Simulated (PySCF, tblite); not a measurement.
**C3H7Cl3Si2: geometry, infrared bands and NMR shifts**

Wanted: the infrared bands and NMR shifts of C3H7Cl3Si2 (`ClC(Cl)(Cl)C1[SiH2]C[SiH2]1`), by calculation.

The runs use tblite 0.8.0 and PySCF 2.14.0, with density-fitted response routines of our own; the level of theory stands in each step. All values are computed, except where a source is named. Atoms are numbered from 0 throughout.

**1. The starting structure**

15 atoms, charge 0, multiplicity 1; geometry from: force field or distance geometry start.

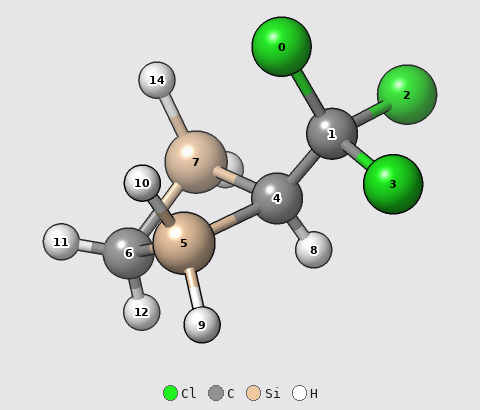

The starting geometry (chlorine green, carbon grey, silicon light orange, hydrogen white), atoms numbered; sticks join atoms by distance.

**2. Relaxing the molecule with GFN2-xTB**

The job: settings as JSON, then the geometry in Å.

```
{"job": {"kind": "relax", "xc": "GFN2-xTB", "basis": "xTB"}, "charge": 0, "multiplicity": 1}
Cl     2.181200     1.832000     0.101200
C      1.990200     0.087900    -0.202000
Cl     2.730200    -0.284800    -1.801500
Cl     3.011100    -0.778100     1.012100
C      0.590200    -0.472300    -0.139200
Si    -0.527200    -0.083400     1.351500
C     -2.010500    -0.155700     0.173200
Si    -0.776100     0.372900    -1.168100
H      0.570500    -1.555000    -0.335800
H     -0.531800    -1.161700     2.374400
H     -0.323700     1.266000     1.928000
H     -2.813800     0.550900     0.388100
H     -2.418400    -1.163100     0.048900
H     -1.022000    -0.296700    -2.476300
H     -0.654200     1.849100    -1.276400
```

Run with:

```console
OMP_NUM_THREADS=1 python probes_run.py task.json out
```

One launch serves the whole session: the jobs run in the order shown.

The log of the run:

```text
step      E/eV     max force
  0    -736.44260    1.810
  1    -736.55309    0.775
  2    -736.61593    0.535
  3    -736.64363    0.542
  4    -736.66941    0.322
  5    -736.67712    0.248
  6    -736.68395    0.170
  7    -736.68899    0.184
  8    -736.69437    0.176
  9    -736.69900    0.176
 10    -736.70341    0.147
 11    -736.70736    0.173
 12    -736.71074    0.183
 13    -736.71319    0.159
 14    -736.71510    0.097
 15    -736.71676    0.101
 16    -736.71813    0.103
 17    -736.71929    0.120
 18    -736.72035    0.094
 19    -736.72139    0.091
 20    -736.72253    0.088
 21    -736.72401    0.166
 22    -736.72625    0.237
 23    -736.72969    0.266
 24    -736.73410    0.211
 25    -736.73814    0.158
 26    -736.74065    0.137
 27    -736.74246    0.118
 28    -736.74486    0.134
 29    -736.74802    0.148
 30    -736.75174    0.174
 31    -736.75567    0.206
 32    -736.76000    0.216
 33    -736.76522    0.244
 34    -736.77096    0.203
 35    -736.77562    0.178
 36    -736.77858    0.132
 37    -736.77897    0.192
 38    -736.78162    0.150
 39    -736.78308    0.108
 40    -736.78635    0.109
 41    -736.78849    0.107
 42    -736.79079    0.102
 43    -736.79117    0.152
 44    -736.79240    0.070
 45    -736.79293    0.068
 46    -736.79522    0.081
 47    -736.79659    0.091
 48    -736.79876    0.113
 49    -736.80045    0.126
 50    -736.80216    0.135
 51    -736.80355    0.123
 52    -736.80363    0.194
 53    -736.80562    0.066
 54    -736.80624    0.054
 55    -736.80713    0.067
 56    -736.80760    0.056
 57    -736.80854    0.060
 58    -736.80943    0.053
 59    -736.80990    0.050
 60    -736.81028    0.038
 61    -736.81049    0.028
 62    -736.81059    0.030
 63    -736.81068    0.026
 64    -736.81079    0.032
 65    -736.81090    0.022
 66    -736.81095    0.015
 67    -736.81097    0.013
 68    -736.81099    0.009
```

Run time: 0.65 s. Hardware: 1 thread of Arm Neoverse V2, shared host.

The steps of the relaxation: (not every step is listed)

```
step  energy from step 0 (eV)  largest force (eV/Å)
   0                   0.0000                1.8103
   1                  -0.1105                0.7745
   2                  -0.1733                0.5352
   3                  -0.2010                0.5421
   4                  -0.2268                0.3220
   5                  -0.2345                0.2478
   6                  -0.2414                0.1699
   7                  -0.2464                0.1844
   8                  -0.2518                0.1757
  13                  -0.2706                0.1588
  18                  -0.2778                0.0937
  23                  -0.2871                0.2656
  28                  -0.3023                0.1335
  33                  -0.3226                0.2437
  38                  -0.3390                0.1498
  43                  -0.3486                0.1520
  48                  -0.3562                0.1126
  53                  -0.3630                0.0663
  58                  -0.3668                0.0526
  63                  -0.3681                0.0257
  64                  -0.3682                0.0318
  65                  -0.3683                0.0223
  66                  -0.3684                0.0149
  67                  -0.3684                0.0135
  68                  -0.3684                0.0088
```

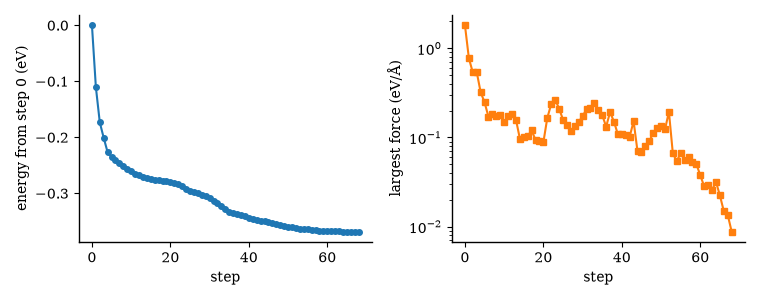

Energy and largest force along the relaxation.

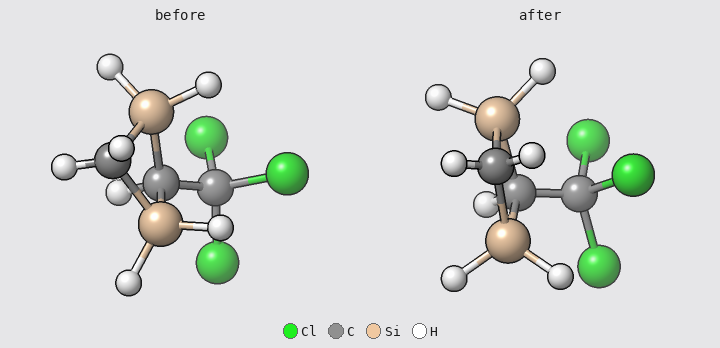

Before and after, at one scale.

Distances of close pairs at the start and the end, largest changes first:

```
   bond  before (Å)  after (Å)  change (Å)
  C1–C4       1.509      1.475      -0.034
 C4–Si5       1.903      1.936      +0.033
 C4–Si7       1.908      1.937      +0.029
Si7–H14       1.485      1.457      -0.028
Si7–H13       1.490      1.463      -0.027
Si5–H10       1.481      1.457      -0.024
 Si5–H9       1.486      1.462      -0.024
 Si5–C6       1.896      1.918      +0.023
```

The end geometry stands in the next job.

**3. Vibrational analysis with GFN2-xTB**

The job: settings as JSON, then the geometry in Å.

```
{"job": {"kind": "ir", "xc": "GFN2-xTB", "basis": "xTB"}, "charge": 0, "multiplicity": 1}
Cl     1.352449     1.966656     0.210940
C      1.813170     0.289716    -0.136494
Cl     2.697900     0.293546    -1.700420
Cl     2.988457    -0.212162     1.126815
C      0.627805    -0.587054    -0.171299
Si    -0.502166    -0.453468     1.395256
C     -1.825511     0.323342     0.244160
Si    -0.784710     0.035390    -1.341058
H      0.967781    -1.600170    -0.386627
H     -0.834760    -1.789789     1.887524
H      0.014675     0.387690     2.467130
H     -2.011407     1.373936     0.450339
H     -2.794073    -0.166822     0.256604
H     -1.252425    -1.063694    -2.185111
H     -0.461599     1.210874    -2.139671
```

The log of the run:

```text
mode    cm-1     km/mol
  1      58.7      0.59
  2      61.6      0.00
  3     110.1      0.36
  4     147.7      1.74
  5     186.4      3.30
  6     213.2      4.60
  7     257.3      4.58
  8     289.6      0.03
  9     331.2      8.40
 10     378.1      2.81
 11     436.3      0.54
 12     449.9     39.01
 13     469.1      0.58
 14     503.8      0.24
 15     571.7     22.67
 16     600.0      0.03
 17     614.5      5.57
 18     615.5     96.76
 19     637.4     21.34
 20     673.7    140.40
 21     695.5     39.89
 22     746.4     77.88
 23     749.0    132.51
 24     768.8    499.66
 25     776.3    261.76
 26     792.3     17.26
 27     929.3      0.03
 28    1035.0     65.81
 29    1085.9     49.34
 30    1103.6    135.56
 31    1222.1     75.82
 32    1452.0     12.24
 33    2269.5     85.31
 34    2275.9    610.16
 35    2318.3    202.66
 36    2320.3    272.10
 37    2970.2     12.91
 38    3017.4     24.10
 39    3030.4     12.99
```

Run time: 0.73 s. Hardware: 1 thread of Arm Neoverse V2, shared host.

The strongest bands and the atoms that carry them (share of the mass-weighted mode):

```
cm⁻¹  km/mol                                  atoms
 674   140.4             C6 23 %, C1 20 %, H11 18 %
 749   132.5              C4 45 %, H8 20 %, C1 17 %
 769   499.7   C6 18 %, Si5 14 %, Si7 14 %, C4 12 %
 776   261.8  H10 26 %, H14 26 %, H9 22 %, H13 22 %
1104   135.6              C1 46 %, C4 41 %, H8 12 %
2276   610.2                      H9 58 %, H13 37 %
2318   202.7                     H14 73 %, H10 20 %
2320   272.1                     H10 74 %, H14 21 %
```

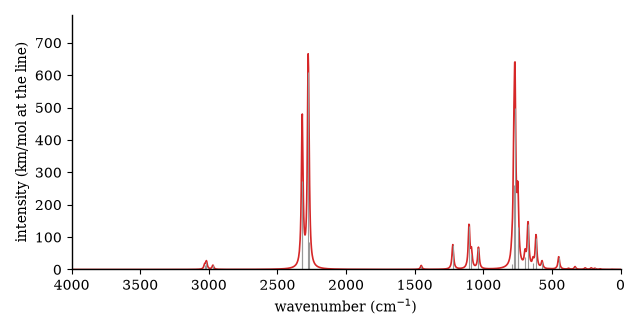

The infrared spectrum from these modes, unscaled. Lines are broadened to a width of 14 cm⁻¹ (Lorentzian).

**4. Nuclear shieldings: PBE0/pcSseg-1**

Same as in step 3 but for these lines:

```diff
@@ -1,2 +1,2 @@
-{"job": {"kind": "ir", "xc": "GFN2-xTB", "basis": "xTB"}, "charge": 0, "multiplicity": 1}
+{"job": {"kind": "nmr", "xc": "PBE0", "basis": "pcSseg-1"}, "charge": 0, "multiplicity": 1}
 Cl     1.352449     1.966656     0.210940
```

With the program's defaults for keys left out, this is: GIAO PBE0/pcSseg-1 NMR shielding, non-relativistic, gas phase.

The log of the run:

```text
coarse grid: 15720 points
cycle   1  E = -2077.0127743977  dE =  9.318e-01  |g| = 6.698e-01  |ddm| = 3.797e+00
cycle   2  E = -2076.8393456217  dE =  1.734e-01  |g| = 1.126e+00  |ddm| = 1.460e+00
cycle   3  E = -2077.1209549545  dE = -2.816e-01  |g| = 1.302e-01  |ddm| = 1.004e+00
cycle   4  E = -2077.1243464873  dE = -3.392e-03  |g| = 5.823e-02  |ddm| = 1.871e-01
cycle   5  E = -2077.1251769992  dE = -8.305e-04  |g| = 1.356e-02  |ddm| = 7.564e-02
cycle   6  E = -2077.1252269390  dE = -4.994e-05  |g| = 1.326e-03  |ddm| = 2.055e-02
cycle   7  E = -2077.1252273328  dE = -3.938e-07  |g| = 4.368e-04  |ddm| = 2.427e-03
final grid: 130320 points
cycle   8  E = -2077.1689115424  dE = -3.650e-05  |g| = 7.143e-03  |ddm| = 2.731e-02
cycle   9  E = -2077.1688994799  dE =  1.206e-05  |g| = 9.345e-03  |ddm| = 1.541e-02
cycle  10  E = -2077.1689213137  dE = -2.183e-05  |g| = 1.847e-03  |ddm| = 1.078e-02
cycle  11  E = -2077.1689219582  dE = -6.445e-07  |g| = 5.676e-04  |ddm| = 2.274e-03
cycle  12  E = -2077.1689220373  dE = -7.905e-08  |g| = 7.216e-05  |ddm| = 5.540e-04
cycle  13  E = -2077.1689220385  dE = -1.253e-09  |g| = 2.219e-05  |ddm| = 1.158e-04
cycle  14  E = -2077.1689220386  dE = -1.210e-10  |g| = 4.266e-06  |ddm| = 3.371e-05
converged SCF energy = -2077.1689220386

GIAO shielding tensors (ppm)
atom      isotropic    diamagn.    paramagn.     s11        s22        s33       span
  0 Cl     483.484    1146.006    -662.522    170.746    347.848    931.859    761.113
  1 C       61.587     238.149    -176.563     54.753     61.147     68.860     14.107
  2 Cl     408.635    1144.819    -736.183     91.520    179.827    954.559    863.039
  3 Cl     408.579    1144.821    -736.242     91.444    179.632    954.660    863.216
  4 C      130.772     256.509    -125.738    101.281    136.716    154.318     53.037
  5 Si     382.108     878.331    -496.223    350.120    371.106    425.096     74.976
  6 C      195.418     256.772     -61.354    182.312    199.768    204.175     21.863
  7 Si     382.109     878.331    -496.222    350.198    370.936    425.192     74.994
  8 H       28.538      30.663      -2.125     25.228     29.316     31.069      5.840
  9 H       26.948      28.526      -1.578     23.582     24.875     32.387      8.805
 10 H       26.549      27.782      -1.233     22.975     26.147     30.525      7.550
 11 H       30.929      29.647       1.282     26.588     28.511     37.689     11.101
 12 H       31.289      28.985       2.304     26.880     27.023     39.963     13.083
 13 H       26.946      28.522      -1.576     23.581     24.873     32.383      8.802
 14 H       26.549      27.781      -1.232     22.975     26.142     30.529      7.554
```

It took 30 s on 1 thread of Arm Neoverse V2, shared host; peak memory 0.93 GiB.

The references, computed at this level on geometries of the same kind, shield at (ppm): 1H TMS 31.72, 13C TMS 186.9, 29Si TMS 349.2, 35Cl HCl 950. Their shielding less the atom's gives the shift. The references are single molecules in the gas phase. Atoms listed in one row are averaged.

```
        atoms                                                environment  σ (ppm)  δ (ppm)  δ scaled to CDCl3
           C1                fully substituted sp3 carbon bonded to 3 Cl     61.6    125.3              120.4
           C4                                      sp3 CH bonded to 2 Si    130.8     56.2               52.9
           C6                                     sp3 CH2 bonded to 2 Si    195.4     -8.5              -10.2
     H10, H14  hydrogen on a silicon bonded to 2 C, in a 4-membered ring    26.55     5.17                  –
      H9, H13  hydrogen on a silicon bonded to 2 C, in a 4-membered ring    26.95     4.77                  –
           H8                       hydrogen on an sp3 CH bonded to 2 Si    28.54     3.18               3.10
          H11                      hydrogen on an sp3 CH2 bonded to 2 Si    30.93     0.79               0.85
          H12                      hydrogen on an sp3 CH2 bonded to 2 Si    31.29     0.43               0.51
Cl0, Cl2, Cl3                                       chlorine bonded to C      434      516                  –
     Si5, Si7           silicon bonded to 2 C, 2 H, in a 4-membered ring    382.1    -32.9                  –
```

The scaled column applies a straight-line fit of computed shieldings to shifts measured in CDCl3, with any fitted terms for Cl, Br or S neighbours (root-mean-square error 0.16 ppm for H, 1.9 ppm for C).

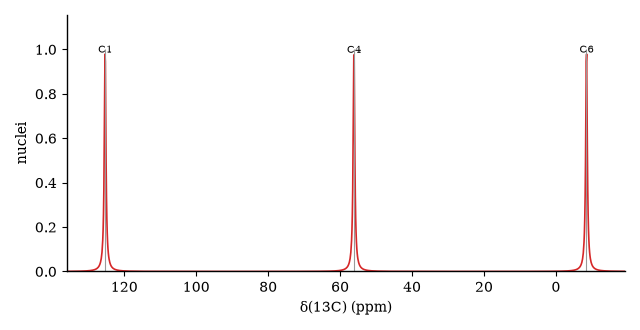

13C lines at the computed shifts, without couplings. Lines are broadened to a width of 0.54 ppm (Lorentzian).

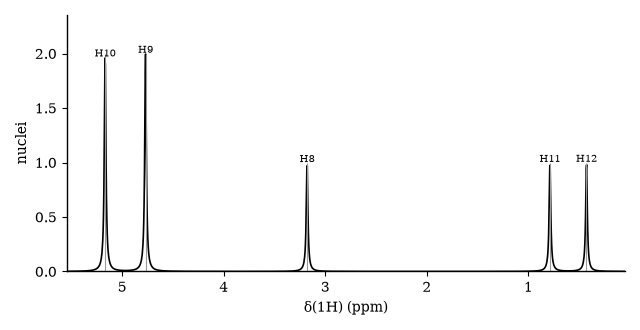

1H lines at the computed shifts, without couplings. Lines are broadened to a width of 0.02 ppm (Lorentzian).

Charges from the same density, by scheme (e):

```
        atoms  Mulliken    IAO  Hirshfeld  ESP fit
Cl0, Cl2, Cl3      0.02  -0.05      -0.03     0.07
           C1     -0.35   0.05       0.10    -0.47
           C4     -0.63  -0.66      -0.23    -0.41
     Si5, Si7      0.69   0.75       0.33     0.52
           C6     -0.82  -0.83      -0.26    -0.57
```

ESP fit charges:

Cl0 0.09; C1 -0.47; Cl2 0.06; Cl3 0.06; C4 -0.41; Si5 0.52; C6 -0.57; Si7 0.51; H8 0.25; H9 -0.10; H10 -0.07; H11 0.15; H12 0.14; H13 -0.10; H14 -0.07

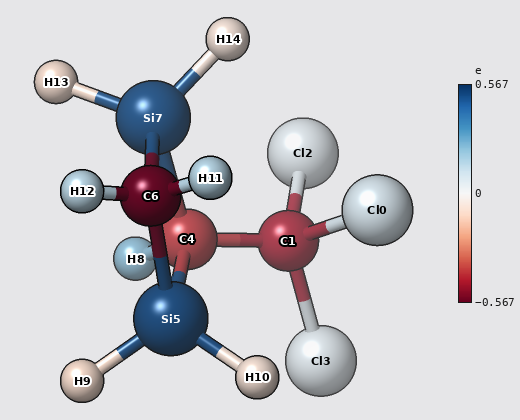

ESP fit charges, as colours on the atoms.

Mayer bond orders: Cl0–C1 1.01, C1–Cl2 1.03, C1–Cl3 1.03, C1–C4 0.97, C4–Si5 0.80, Si5–C6 0.91, C6–Si7 0.91, Si7–C4 0.80.

Ring of atoms C4, Si5, C6, Si7: NICS(0) -0.5, NICS(1) -1.1, NICS(1)zz 2.5 ppm (means of both faces).

**5. Summary of results**

| quantity | value |
| --- | --- |
| strongest single infrared mode (GFN2-xTB) | 2276 cm⁻¹, 610 km/mol |
| zero-point energy (GFN2-xTB) | 53.1 kcal/mol |
| 13C shifts against TMS (PBE0/pcSseg-1) | 125.3, 56.2, -8.5 ppm |
| 1H shifts against TMS (PBE0/pcSseg-1, means over atoms taken as alike) | 5.17, 4.77, 3.18, 0.79, 0.43 ppm |
| 35Cl shifts against HCl (PBE0/pcSseg-1, means over atoms taken as alike) | 516 ppm |
| 29Si shifts against TMS (PBE0/pcSseg-1, means over atoms taken as alike) | -32.9 ppm |

**Reading.** The optimisation took 68 steps and gained 0.368 eV; among the close pairs (by a distance rule), C1–C4 changed most, from 1.509 to 1.475 Å. All 39 modes are real, so the xTB geometry is a minimum. The strongest single mode, at 2276 cm⁻¹, moves mainly H9 and H13. Unscaled tight-binding wavenumbers are off by several per cent, some by more. Its intensities can rank the bands wrongly. C1 stands next to heavy halogen, whose spin-orbit shielding this run leaves out, so the computed shift lies too far downfield, most of all for carbon beside Br or I. At PBE0/pcSseg-1: The widest tensor belongs to Cl0, Cl2, Cl3: span 829 ppm, with a paramagnetic part of -712 ppm.
